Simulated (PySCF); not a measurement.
C4H9O (cation, charge +1), SMILES C1CC[OH+]C1, PBE0/def2-SVP optimised geometry. Atoms within 1.6 Å of the plane z = 1.2 Å (x, y, z in Å): C1 (-0.08, 1.06, 0.12), C3 (0.73, -1.19, 0.00), O4 (-0.77, -1.19, 0.00), C5 (-1.32, 0.21, 0.00), H6 (0.15, 1.27, 1.17), H8 (2.03, 0.52, -0.22), H10 (1.05, -1.35, 1.04), H12 (-1.20, -1.82, 0.60), H13 (-2.03, 0.28, 0.84).

Calculation: PBE0/def2-TZVP (PySCF).

Map of the electrostatic potential (hartree/e), clipped to [0.08, 0.28] on the plane z = 1.2 Å:

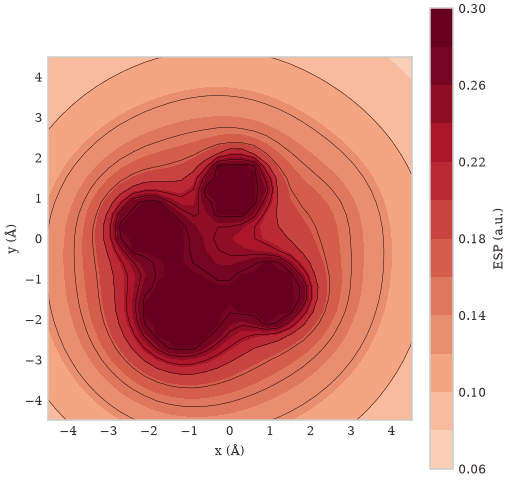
Figure: Electrostatic potential (hartree/e), clipped to [0.08, 0.28] on the plane z = 1.2 Å.
